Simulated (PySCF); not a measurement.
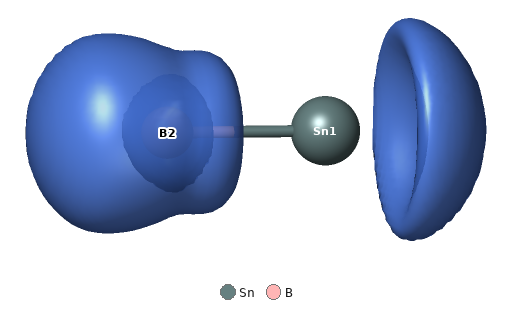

SnB (quartet). Isosurface of the ELF at 0.75 (blue), seen from one side. Core shells and regions of very low density are left out.

Theory: PBE0/x2c-TZVPPall, spin-free X2C-1e, Gaussian nucleus, at a bond length of 2.182 Å in PySCF.

```xyz
2

Sn    0.0000    0.0000   -0.1835
B     0.0000    0.0000    1.9985
```

### What do the ELF domains correspond to?

The surface consists of one lobe on B, pointing away from the bonds (non-bonding electrons) and one lobe on Sn, pointing away from the bonds (non-bonding electrons). Along the contacts the grid gives the following. Sn–B (2.18 Å): the ELF peaks at about 0.90 in the valence shell of B, 0.7 Å from its nucleus, and drops to about 0.20 between the two atoms.
